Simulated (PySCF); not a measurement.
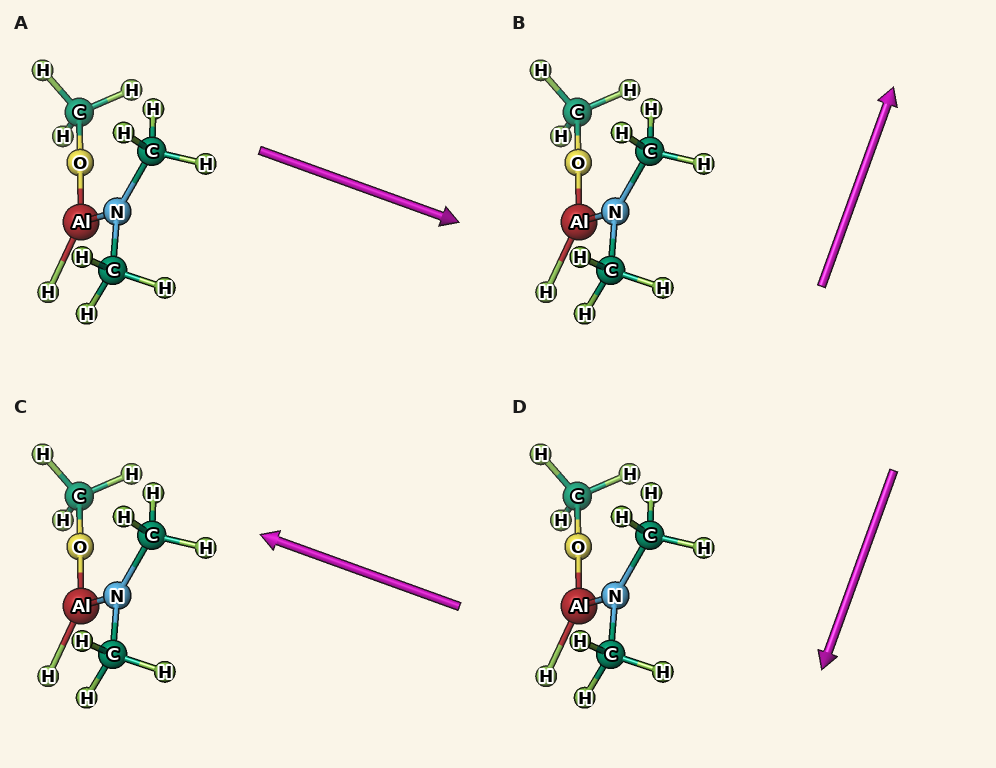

The same molecule four times, each with an arrow. Computed geometry: GFN2-xTB optimisation. No frequency run is at hand to confirm it as a minimum. Level of theory: PBE0/pcSseg-1, gas phase (PySCF 2.14.0).

### Which arrow points along the dipole moment, from the negative to the positive end?

B. The dipole moment is 1.15 D.

The geometry is semi-empirical. Around Al such bond lengths and angles can be off by a tenth of an ångström or more and by several degrees, and values that hang on the shape move with them.
